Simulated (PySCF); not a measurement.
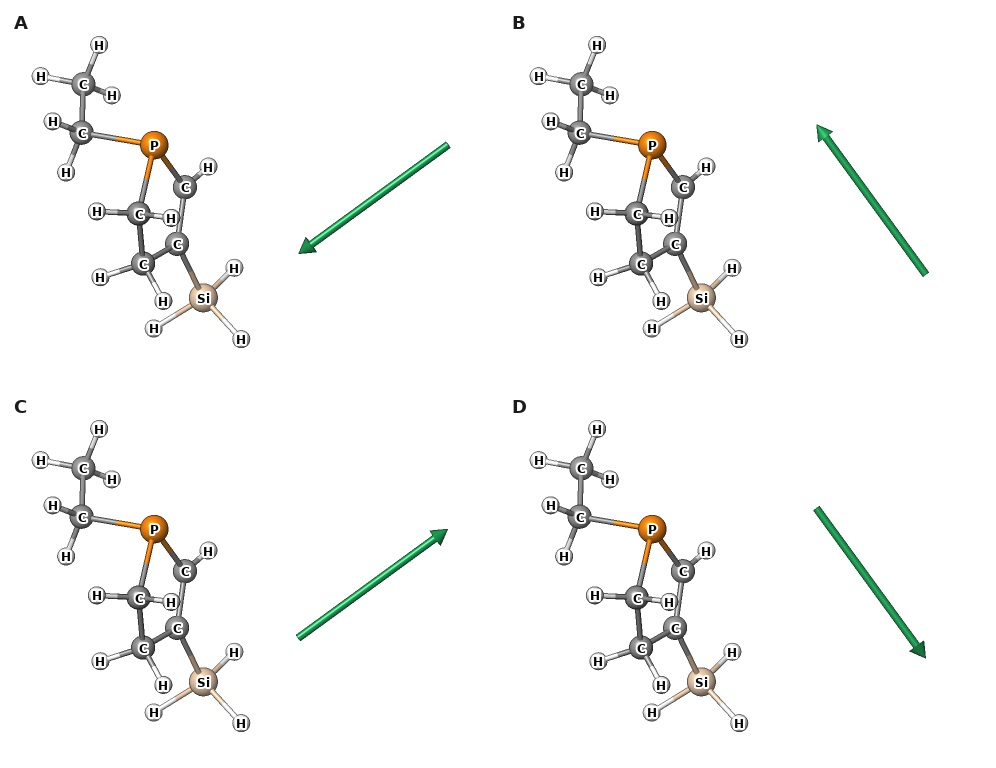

The same molecule four times, each with an arrow. The computed structure is the end point of a GFN2-xTB optimisation. No frequency run is at hand to confirm it as a minimum. Level of theory: PBE0/pcSseg-1, gas phase (PySCF 2.14.0).

**Which arrow points along the dipole moment, from the negative to the positive end?**

A. The dipole moment is 1.32 D.

The geometry is semi-empirical. Around P, Si such bond lengths and angles can be off by a tenth of an ångström or more and by several degrees, and values that hang on the shape move with them.
